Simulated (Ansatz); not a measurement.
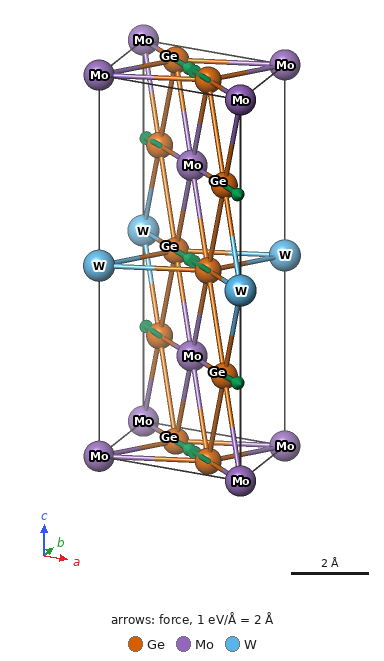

Starting geometry of solid Ge8Mo3W (a generated structure, set up in Cmmm) (coarse preliminary run) with the computed forces as green arrows. The picture is a ball-and-stick view of the cell of the calculation, seen slightly off an axis.

The calculation used DFT PBE, scalar-relativistic, plane waves, PAW in Ansatz. (plane-wave cutoff 420 eV; k-point mesh 4 × 4 × 2; occupations gaussian; smearing width 0.1 eV; no spin polarisation; cell and atoms relaxed; force threshold 0.04 eV/Å; at most 70 steps)

> Is this structure relaxed? If not, where do the atoms go?

It isn't relaxed: the largest force vector, on Ge atoms, is 0.79 eV/Å. The atoms end up moving mostly along the starting forces (cosine between the two patterns 0.99). The largest moves relative to the cell, 0.041 Å, are those of Ge atoms. Largest moves by element: Ge 0.041 Å, Mo 0.005 Å. W stays in place. Cell: a = b 5.084 → 4.768 Å (−6.2 %), c 10.113 → 9.447 Å (−6.6 %), γ 120.4° → 120.7°. Volume −18.2 %. Near-neighbour distances that change, for instance: Ge–Ge 2.941 → 2.682 Å, Ge–Mo 2.925 → 2.712 Å, Ge–W 2.925 → 2.714 Å, Ge–Ge 2.924 → 2.775 Å. The space group stays Cmmm (No. 65). Over 5 accepted moves (6 points after the start) the energy falls by 285 meV per atom. The largest force component goes from 0.79 to 0.0045 eV/Å. The pressure goes from −20.82 to 0.00 GPa. At 1 point the geometry stayed and the basis and grid were re-selected for the new cell (energy shift of 0.8 meV per atom at most each time). Cost: 2.1 min on 1 thread of Arm Neoverse V2 (shared host), peak memory 0.63 GiB.
